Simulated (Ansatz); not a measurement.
**Nb (bcc, W type), scan of one atom of the cell**

Nb (bcc, W type)

```xyz
2
Lattice="-3.3096 3.3096 3.3096 1.6548 -1.6548 1.6548 1.6548 1.6548 -1.6548" Properties=species:S:1:pos:R:3 pbc="T T T"
Nb     0.0000     0.0000     0.0000
Nb    -1.6548     1.6548     1.6548
```

In each cell atom 2 (Nb, nearest neighbour Nb at 2.866 Å; its periodic images, 2.9 Å or more away, move with it) moves by s·(-0.577, -0.577, -0.577) (towards the nearest neighbour), the rest being held.

These are PBE (plane waves to 420 eV, PAW, scalar-relativistic; Ansatz, a quantum-chemistry and plane-wave program) values and carry that method's errors. k mesh 8×16×16 (Γ-centred), Fermi-Dirac smearing 0.05 eV. Energies are smeared free energies. Left out: 4 of 11 points, with atoms too close for the PAW data. With partly filled bands, energies and forces of such displacements shift with the k mesh and the smearing. On this mesh the relaxed cell isn't quite at rest: it carries a pressure of -0.1 GPa (compression positive) at the zero of the scan. Nb is run without spin polarisation. Nb was relaxed with its symmetry unable to fall. The PAW data are Ansatz's earlier set. The zero of ΔE is the undisplaced structure.

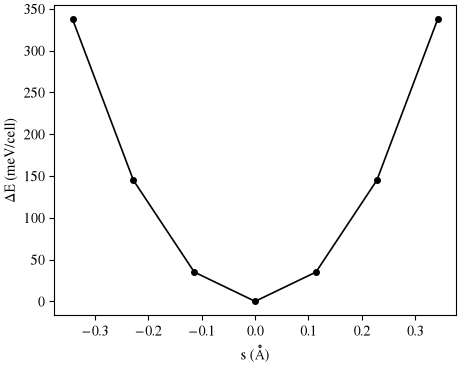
Figure: ΔE (meV/cell) against s (Å); markers are the computed points, lines only join them.

The energy at s = 0.342 Å comes out as 337 meV/cell. The force constant k = d²E/ds² at s = 0 (finite differences) comes out as 5.45 eV/Å². Harmonic estimate at the end of the scan: ½ks² = 319 meV/cell against the computed 337 meV/cell, so the well is stiffer than harmonic there. Symmetry of the curve: even: the same for both signs. Shape of the curve: a single well with its minimum at or next to zero displacement.

With its periodic images moving along, the atom's site symmetry in this cell is mmm.

(A displaced cell: forces are minus the slopes of the energy, force constants its curvatures, and phonons follow from these.)
